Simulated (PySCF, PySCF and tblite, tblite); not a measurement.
**2-chloro-3-methylbutane (C5H11Cl): conformers and averaged spectra, part 1 of 2**

Aim: find the conformers of 2-chloro-3-methylbutane (C5H11Cl) (`CC(C)[C@H](C)Cl`), weigh them, and average their properties.

Programs: PySCF 2.14.0 with density-fitted response routines of our own, and tblite 0.8.0. All values are computed, except where a source is named. Atoms count from 0 throughout.

### 1 The molecule as given

17 atoms, charge 0, multiplicity 1; geometry from: MMFF94s geometry.

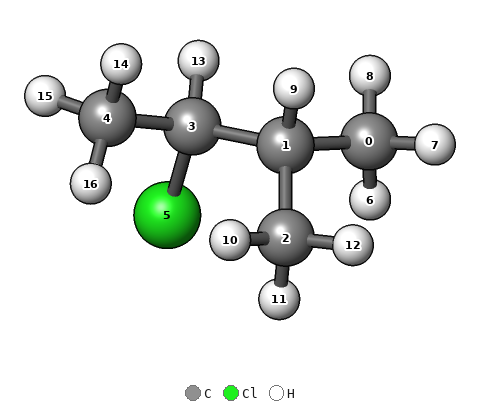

The starting geometry (carbon grey, chlorine green, hydrogen white), atoms numbered.

### 2 GFN2-xTB relaxation, conformer 1

Job settings and geometry (Å):

```
{"job": {"xc": "GFN2-xTB", "basis": "xTB", "kind": "relax"}, "charge": 0, "multiplicity": 1}
C     -1.467200     1.240400     0.154800
C     -0.351900     0.338500    -0.353600
C     -0.917000    -1.016900    -0.783600
C      0.797000     0.230500     0.682500
C      2.014600    -0.525800     0.163000
Cl     0.265800    -0.552300     2.215800
H     -2.011500     0.806300     0.998500
H     -2.199700     1.426000    -0.637300
H     -1.078200     2.213600     0.468500
H      0.067300     0.813400    -1.234400
H     -0.160400    -1.654500    -1.232100
H     -1.389300    -1.558500     0.047200
H     -1.704800    -0.862600    -1.538600
H      1.122100     1.233800     0.963400
H      2.357100    -0.070700    -0.781900
H      2.843600    -0.469900     0.880700
H      1.805600    -1.579400    -0.023000
```

Started as:

```sh
$ OMP_NUM_THREADS=1 python ens_run.py task.json out
```

The driver reads the study from task.json and runs its stages one after another.

The program printed:

```text
step      E/eV     max force
  0    -568.04619    0.690
  1    -568.06905    0.247
  2    -568.07425    0.201
  3    -568.07850    0.142
  4    -568.08253    0.157
  5    -568.08556    0.141
  6    -568.08783    0.158
  7    -568.08988    0.138
  8    -568.09172    0.111
  9    -568.09311    0.097
 10    -568.09408    0.080
 11    -568.09488    0.086
 12    -568.09570    0.071
 13    -568.09642    0.069
 14    -568.09686    0.047
 15    -568.09708    0.031
 16    -568.09708    0.031
 17    -568.09717    0.028
 18    -568.09733    0.016
 19    -568.09737    0.017
 20    -568.09746    0.020
 21    -568.09754    0.024
 22    -568.09767    0.030
 23    -568.09781    0.027
 24    -568.09796    0.031
 25    -568.09810    0.029
 26    -568.09822    0.026
 27    -568.09832    0.025
 28    -568.09839    0.018
 29    -568.09847    0.022
 30    -568.09858    0.024
 31    -568.09872    0.028
 32    -568.09888    0.029
 33    -568.09902    0.026
 34    -568.09913    0.024
 35    -568.09921    0.020
 36    -568.09928    0.018
 37    -568.09934    0.019
 38    -568.09939    0.016
 39    -568.09944    0.016
 40    -568.09946    0.010
 41    -568.09947    0.007
 42    -568.09948    0.007
 43    -568.09949    0.008
 44    -568.09950    0.008
 45    -568.09951    0.007
 46    -568.09952    0.006
 47    -568.09952    0.007
 48    -568.09953    0.007
 49    -568.09953    0.006
 50    -568.09954    0.004
```

Wall time 0.73 s (1 thread of AMD EPYC 7R43, shared host).

Gain 0.053 eV; displacement 0.06 Å root mean square.

**GFN2-xTB relaxation, conformer 2**

Job settings and geometry (Å):

```
{"job": {"xc": "GFN2-xTB", "basis": "xTB", "kind": "relax"}, "charge": 0, "multiplicity": 1}
C     -1.045700     1.026800     0.524800
C     -0.482100    -0.066600    -0.382600
C     -1.410300    -1.285900    -0.322400
C      0.968400    -0.441600     0.021000
C      1.925200     0.737700     0.071900
Cl     1.642200    -1.662800    -1.114100
H     -1.006600     0.747000     1.578200
H     -2.096000     1.233400     0.279800
H     -0.508600     1.969300     0.400400
H     -0.477600     0.310300    -1.397800
H     -1.132600    -2.053500    -1.049000
H     -1.433600    -1.738900     0.673000
H     -2.450500    -0.984500    -0.561000
H      0.970500    -0.929700     1.012000
H      1.927000     1.286300    -0.887500
H      1.650600     1.447700     0.866000
H      2.952700     0.417000     0.277200
```

The program printed:

```text
step      E/eV     max force
  0    -568.04179    0.697
  1    -568.07005    0.292
  2    -568.07631    0.211
  3    -568.08140    0.176
  4    -568.08620    0.162
  5    -568.08970    0.175
  6    -568.09178    0.116
  7    -568.09318    0.118
  8    -568.09429    0.087
  9    -568.09513    0.067
 10    -568.09570    0.047
 11    -568.09614    0.061
 12    -568.09658    0.067
 13    -568.09703    0.050
 14    -568.09742    0.044
 15    -568.09772    0.036
 16    -568.09772    0.036
 17    -568.09785    0.034
 18    -568.09808    0.022
 19    -568.09814    0.022
 20    -568.09828    0.025
 21    -568.09837    0.028
 22    -568.09850    0.031
 23    -568.09861    0.030
 24    -568.09874    0.031
 25    -568.09888    0.032
 26    -568.09903    0.034
 27    -568.09916    0.026
 28    -568.09927    0.027
 29    -568.09938    0.029
 30    -568.09952    0.030
 31    -568.09968    0.029
 32    -568.09981    0.026
 33    -568.09990    0.020
 34    -568.09997    0.018
 35    -568.10002    0.017
 36    -568.10006    0.016
 37    -568.10011    0.019
 38    -568.10017    0.020
 39    -568.10023    0.023
 40    -568.10029    0.020
 41    -568.10034    0.020
 42    -568.10039    0.018
 43    -568.10044    0.018
 44    -568.10049    0.017
 45    -568.10053    0.012
 46    -568.10054    0.009
 47    -568.10056    0.009
 48    -568.10057    0.010
 49    -568.10059    0.008
 50    -568.10060    0.006
 51    -568.10060    0.006
 52    -568.10061    0.006
 53    -568.10061    0.005
 54    -568.10062    0.004
 55    -568.10062    0.004
 56    -568.10063    0.004
```

Run time: 0.67 s. Hardware: 1 thread of AMD EPYC 7R43, shared host.

Relaxing gained 0.059 eV and moved the atoms by 0.06 Å on average (rms).

### 3 GFN2-xTB relaxation, conformer 3

Job settings and geometry (Å):

```
{"job": {"xc": "GFN2-xTB", "basis": "xTB", "kind": "relax"}, "charge": 0, "multiplicity": 1}
C     -0.604700     1.512700    -0.245100
C     -0.719700    -0.004000    -0.373600
C     -1.287300    -0.587900     0.935300
C      0.614400    -0.695100    -0.746400
C      1.777000    -0.424400     0.216200
Cl     1.105900    -0.251200    -2.406600
H     -1.600600     1.952100    -0.056300
H     -0.226900     1.974300    -1.159700
H      0.045800     1.811300     0.582200
H     -1.444700    -0.228600    -1.154900
H     -0.680900    -0.340600     1.799200
H     -2.302500    -0.184800     1.116700
H     -1.389100    -1.672700     0.880200
H      0.453500    -1.786100    -0.774100
H      1.535400    -0.715200     1.234800
H      2.663700    -0.988100    -0.081300
H      2.053800     0.640300     0.223700
```

The program printed:

```text
step      E/eV     max force
  0    -568.03597    0.720
  1    -568.06131    0.426
  2    -568.06925    0.202
  3    -568.07508    0.213
  4    -568.07935    0.191
  5    -568.08262    0.175
  6    -568.08427    0.097
  7    -568.08515    0.105
  8    -568.08579    0.082
  9    -568.08627    0.064
 10    -568.08656    0.037
 11    -568.08656    0.037
 12    -568.08668    0.032
 13    -568.08700    0.036
 14    -568.08715    0.044
 15    -568.08746    0.038
 16    -568.08773    0.046
 17    -568.08802    0.045
 18    -568.08827    0.038
 19    -568.08850    0.033
 20    -568.08871    0.036
 21    -568.08889    0.041
 22    -568.08906    0.038
 23    -568.08921    0.026
 24    -568.08933    0.021
 25    -568.08940    0.025
 26    -568.08945    0.027
 27    -568.08950    0.021
 28    -568.08957    0.024
 29    -568.08967    0.028
 30    -568.08981    0.034
 31    -568.08997    0.039
 32    -568.09009    0.029
 33    -568.09016    0.019
 34    -568.09022    0.019
 35    -568.09028    0.026
 36    -568.09036    0.024
 37    -568.09044    0.027
 38    -568.09051    0.020
 39    -568.09056    0.018
 40    -568.09061    0.018
 41    -568.09064    0.013
 42    -568.09067    0.011
 43    -568.09069    0.012
 44    -568.09071    0.014
 45    -568.09073    0.010
 46    -568.09074    0.007
 47    -568.09075    0.008
 48    -568.09076    0.009
 49    -568.09077    0.010
 50    -568.09078    0.009
 51    -568.09079    0.007
 52    -568.09080    0.009
 53    -568.09081    0.008
 54    -568.09082    0.009
 55    -568.09084    0.008
 56    -568.09085    0.008
 57    -568.09085    0.007
 58    -568.09086    0.006
 59    -568.09087    0.007
 60    -568.09087    0.006
 61    -568.09088    0.006
 62    -568.09089    0.007
 63    -568.09089    0.007
 64    -568.09090    0.006
 65    -568.09091    0.008
 66    -568.09092    0.009
 67    -568.09093    0.011
 68    -568.09095    0.011
 69    -568.09098    0.010
 70    -568.09099    0.008
 71    -568.09100    0.006
 72    -568.09101    0.007
 73    -568.09102    0.006
 74    -568.09102    0.004
```

It took 0.77 s on 1 thread of AMD EPYC 7R43, shared host.

The energy fell by 0.055 eV, and the atoms moved 0.06 Å (root mean square).

### 4 Shieldings, conformer 1: PBE0/pcSseg-1

Job settings and geometry (Å):

```
{"job": {"xc": "PBE0", "basis": "pcSseg-1", "kind": "nmr", "pop": true}, "charge": 0, "multiplicity": 1}
C     -1.458646     1.248040     0.153262
C     -0.344089     0.345529    -0.373407
C     -0.909431    -1.011999    -0.783720
C      0.784735     0.230315     0.657168
C      2.005019    -0.527178     0.162019
Cl     0.187916    -0.571317     2.149069
H     -1.913877     0.807920     1.036788
H     -2.228519     1.376648    -0.603423
H     -1.069155     2.228982     0.417693
H      0.098440     0.822849    -1.256666
H     -0.154883    -1.621907    -1.273159
H     -1.279422    -1.545221     0.088270
H     -1.734852    -0.872956    -1.477650
H      1.078046     1.235513     0.975312
H      2.371073    -0.070861    -0.755729
H      2.796706    -0.493749     0.906821
H      1.763941    -1.568578    -0.032557
```

The program printed:

```text
coarse grid: 13880 points
cycle   1  E = -656.8417620467  dE =  4.041e-01  |g| = 4.164e-01  |ddm| = 3.402e+00
cycle   2  E = -656.8392298559  dE =  2.532e-03  |g| = 4.471e-01  |ddm| = 7.564e-01
cycle   3  E = -656.8886432799  dE = -4.941e-02  |g| = 3.474e-02  |ddm| = 3.720e-01
cycle   4  E = -656.8888507494  dE = -2.075e-04  |g| = 1.897e-02  |ddm| = 4.775e-02
cycle   5  E = -656.8889328595  dE = -8.211e-05  |g| = 4.612e-03  |ddm| = 1.921e-02
cycle   6  E = -656.8889378564  dE = -4.997e-06  |g| = 1.394e-03  |ddm| = 6.472e-03
final grid: 126880 points
cycle   7  E = -656.9255743712  dE = -4.659e-05  |g| = 9.828e-03  |ddm| = 3.172e-02
cycle   8  E = -656.9255618554  dE =  1.252e-05  |g| = 1.194e-02  |ddm| = 1.886e-02
cycle   9  E = -656.9255984755  dE = -3.662e-05  |g| = 1.284e-03  |ddm| = 1.148e-02
cycle  10  E = -656.9255988166  dE = -3.412e-07  |g| = 2.806e-04  |ddm| = 1.509e-03
cycle  11  E = -656.9255988348  dE = -1.817e-08  |g| = 5.708e-05  |ddm| = 2.483e-04
cycle  12  E = -656.9255988355  dE = -7.079e-10  |g| = 1.680e-05  |ddm| = 7.030e-05
converged SCF energy = -656.9255988355

GIAO shielding tensors (ppm)
atom      isotropic    diamagn.    paramagn.     s11        s22        s33       span
  0 C      162.949     246.777     -83.828    141.097    159.284    188.467     47.370
  1 C      148.108     246.311     -98.203    137.573    144.739    162.011     24.438
  2 C      171.955     247.618     -75.663    160.740    165.798    189.327     28.587
  3 C      117.432     247.652    -130.220     84.896    122.349    145.052     60.155
  4 C      160.337     246.837     -86.501    136.530    156.833    187.647     51.117
  5 Cl     841.910    1148.256    -306.346    687.634    773.636   1064.458    376.824
  6 H       30.190      30.125       0.065     25.614     30.826     34.129      8.514
  7 H       30.783      29.782       1.001     26.014     28.394     37.942     11.929
  8 H       30.817      30.140       0.677     26.298     28.019     38.133     11.835
  9 H       30.105      32.864      -2.759     26.334     28.180     35.803      9.469
 10 H       30.682      30.888      -0.207     25.141     29.457     37.447     12.305
 11 H       30.341      30.454      -0.113     25.381     31.213     34.430      9.049
 12 H       31.077      30.280       0.797     26.241     28.823     38.168     11.927
 13 H       27.772      32.019      -4.247     24.940     25.552     32.826      7.885
 14 H       30.631      30.014       0.617     25.750     27.886     38.257     12.507
 15 H       29.946      28.887       1.059     25.281     27.866     36.691     11.409
 16 H       30.087      30.116      -0.028     26.349     29.406     34.506      8.157
```

It took 29 s on 1 thread of AMD EPYC 7R43, shared host; peak memory 0.87 GiB.

In short: HOMO -8.24 eV, LUMO 1.18 eV; dipole 2.12 D.

### 5 Shieldings, conformer 2: PBE0/pcSseg-1

Job settings and geometry (Å):

```
{"job": {"xc": "PBE0", "basis": "pcSseg-1", "kind": "nmr", "pop": false}, "charge": 0, "multiplicity": 1}
C     -1.045126     1.035462     0.540881
C     -0.484017    -0.055047    -0.372752
C     -1.399371    -1.277792    -0.328727
C      0.942632    -0.428562     0.040224
C      1.913865     0.739468     0.060422
Cl     1.585392    -1.647539    -1.116987
H     -0.979589     0.729536     1.582949
H     -2.091566     1.207679     0.301493
H     -0.513070     1.974060     0.416842
H     -0.452950     0.325205    -1.399550
H     -1.022932    -2.067670    -0.972845
H     -1.467689    -1.662335     0.687160
H     -2.398468    -1.009832    -0.663550
H      0.931449    -0.930956     1.011858
H      1.881755     1.277878    -0.884248
H      1.664536     1.422447     0.868496
H      2.928152     0.380028     0.218426
```

The program printed:

```text
coarse grid: 13880 points
cycle   1  E = -656.8419691013  dE =  3.997e-01  |g| = 4.117e-01  |ddm| = 3.407e+00
cycle   2  E = -656.8410389746  dE =  9.301e-04  |g| = 4.364e-01  |ddm| = 7.399e-01
cycle   3  E = -656.8877666570  dE = -4.673e-02  |g| = 3.556e-02  |ddm| = 3.527e-01
cycle   4  E = -656.8879916191  dE = -2.250e-04  |g| = 1.968e-02  |ddm| = 5.187e-02
cycle   5  E = -656.8880795291  dE = -8.791e-05  |g| = 4.189e-03  |ddm| = 1.955e-02
cycle   6  E = -656.8880836484  dE = -4.119e-06  |g| = 1.643e-03  |ddm| = 6.927e-03
final grid: 126880 points
cycle   7  E = -656.9247385014  dE = -4.527e-05  |g| = 9.952e-03  |ddm| = 2.935e-02
cycle   8  E = -656.9247245350  dE =  1.397e-05  |g| = 1.229e-02  |ddm| = 1.971e-02
cycle   9  E = -656.9247634965  dE = -3.896e-05  |g| = 1.292e-03  |ddm| = 1.214e-02
cycle  10  E = -656.9247638479  dE = -3.514e-07  |g| = 2.769e-04  |ddm| = 1.568e-03
cycle  11  E = -656.9247638655  dE = -1.753e-08  |g| = 5.860e-05  |ddm| = 2.285e-04
cycle  12  E = -656.9247638662  dE = -7.391e-10  |g| = 1.789e-05  |ddm| = 7.473e-05
converged SCF energy = -656.9247638662

GIAO shielding tensors (ppm)
atom      isotropic    diamagn.    paramagn.     s11        s22        s33       span
  0 C      165.281     248.236     -82.956    152.675    157.680    185.486     32.811
  1 C      144.934     246.372    -101.439    131.500    142.010    161.292     29.792
  2 C      162.458     246.792     -84.334    147.546    153.556    186.272     38.726
  3 C      116.885     246.781    -129.897     84.071    119.459    147.123     63.052
  4 C      160.409     247.005     -86.596    144.282    153.808    183.136     38.854
  5 Cl     769.536    1147.877    -378.341    595.948    664.187   1048.472    452.524
  6 H       31.205      31.195       0.010     27.878     28.891     36.845      8.968
  7 H       30.678      30.410       0.268     25.948     28.501     37.584     11.636
  8 H       30.465      31.180      -0.715     25.110     29.670     36.617     11.507
  9 H       30.252      32.330      -2.078     27.899     29.069     33.788      5.889
 10 H       29.562      29.844      -0.281     23.377     30.784     34.525     11.149
 11 H       31.147      30.422       0.726     28.080     28.587     36.774      8.693
 12 H       30.777      29.839       0.937     26.391     28.104     37.835     11.444
 13 H       28.362      31.694      -3.332     25.524     27.560     32.002      6.478
 14 H       30.388      30.033       0.355     27.410     28.196     35.558      8.148
 15 H       30.190      30.344      -0.155     24.590     29.280     36.699     12.109
 16 H       30.032      29.071       0.962     25.176     28.384     36.537     11.361
```

Run time: 27 s. Hardware: 1 thread of AMD EPYC 7R43, shared host; peak memory 0.92 GiB.

In short: HOMO -8.21 eV, LUMO 0.97 eV; dipole 2.20 D.

### 6 Shieldings, conformer 3: PBE0/pcSseg-1

Job settings and geometry (Å):

```
{"job": {"xc": "PBE0", "basis": "pcSseg-1", "kind": "nmr", "pop": false}, "charge": 0, "multiplicity": 1}
C     -0.580566     1.502900    -0.229640
C     -0.723396    -0.012264    -0.348880
C     -1.304939    -0.599144     0.937240
C      0.597553    -0.703354    -0.709013
C      1.771837    -0.388162     0.199359
Cl     1.047961    -0.245252    -2.389978
H     -1.563142     1.960143    -0.141265
H     -0.091594     1.909781    -1.111167
H     -0.001925     1.770732     0.650892
H     -1.422995    -0.226211    -1.165063
H     -0.677538    -0.361240     1.792443
H     -2.292367    -0.181241     1.116348
H     -1.398349    -1.680290     0.864363
H      0.436000    -1.784934    -0.747177
H      1.537997    -0.677720     1.221023
H      2.649692    -0.943390    -0.122775
H      2.008771     0.671677     0.173380
```

The program printed:

```text
coarse grid: 13880 points
cycle   1  E = -656.8419225586  dE =  3.979e-01  |g| = 4.140e-01  |ddm| = 3.406e+00
cycle   2  E = -656.8394290484  dE =  2.494e-03  |g| = 4.456e-01  |ddm| = 7.468e-01
cycle   3  E = -656.8880970018  dE = -4.867e-02  |g| = 3.570e-02  |ddm| = 3.638e-01
cycle   4  E = -656.8883430854  dE = -2.461e-04  |g| = 1.771e-02  |ddm| = 5.490e-02
cycle   5  E = -656.8884124866  dE = -6.940e-05  |g| = 4.396e-03  |ddm| = 1.840e-02
cycle   6  E = -656.8884168401  dE = -4.354e-06  |g| = 1.652e-03  |ddm| = 6.720e-03
final grid: 126880 points
cycle   7  E = -656.9250050603  dE = -5.423e-05  |g| = 1.047e-02  |ddm| = 3.361e-02
cycle   8  E = -656.9249887937  dE =  1.627e-05  |g| = 1.307e-02  |ddm| = 2.084e-02
cycle   9  E = -656.9250325870  dE = -4.379e-05  |g| = 1.322e-03  |ddm| = 1.289e-02
cycle  10  E = -656.9250329490  dE = -3.620e-07  |g| = 2.992e-04  |ddm| = 1.661e-03
cycle  11  E = -656.9250329694  dE = -2.042e-08  |g| = 6.697e-05  |ddm| = 2.668e-04
cycle  12  E = -656.9250329704  dE = -1.005e-09  |g| = 1.761e-05  |ddm| = 8.713e-05
cycle  13  E = -656.9250329705  dE = -7.117e-11  |g| = 3.480e-06  |ddm| = 1.984e-05
converged SCF energy = -656.9250329705

GIAO shielding tensors (ppm)
atom      isotropic    diamagn.    paramagn.     s11        s22        s33       span
  0 C      170.846     247.618     -76.772    160.472    164.238    187.827     27.355
  1 C      147.291     246.321     -99.029    132.079    147.540    162.255     30.176
  2 C      164.641     247.567     -82.925    148.548    156.979    188.397     39.849
  3 C      119.087     246.188    -127.101     87.618    116.572    153.071     65.453
  4 C      167.705     247.863     -80.158    152.707    162.944    187.465     34.758
  5 Cl     766.486    1147.549    -381.063    522.456    714.301   1062.701    540.244
  6 H       30.849      29.941       0.908     26.483     28.059     38.004     11.521
  7 H       29.981      30.021      -0.040     24.163     30.510     35.271     11.108
  8 H       31.130      31.056       0.074     27.206     29.861     36.323      9.116
  9 H       29.761      32.031      -2.270     25.569     29.066     34.648      9.079
 10 H       31.003      31.055      -0.052     27.017     30.004     35.988      8.971
 11 H       30.513      29.850       0.664     25.973     27.971     37.597     11.624
 12 H       30.765      30.387       0.377     26.218     28.279     37.797     11.579
 13 H       27.778      31.456      -3.678     23.372     27.743     32.219      8.847
 14 H       30.575      30.682      -0.107     24.801     29.453     37.471     12.671
 15 H       30.263      29.085       1.178     25.622     28.242     36.924     11.302
 16 H       30.439      30.254       0.185     26.574     29.839     34.904      8.330
```

Wall time 34 s (1 thread of AMD EPYC 7R43, shared host); peak memory 0.92 GiB.

Key values: HOMO -8.22 eV, LUMO 0.93 eV; dipole 2.21 D.

(Continued in part 2 of 2.)
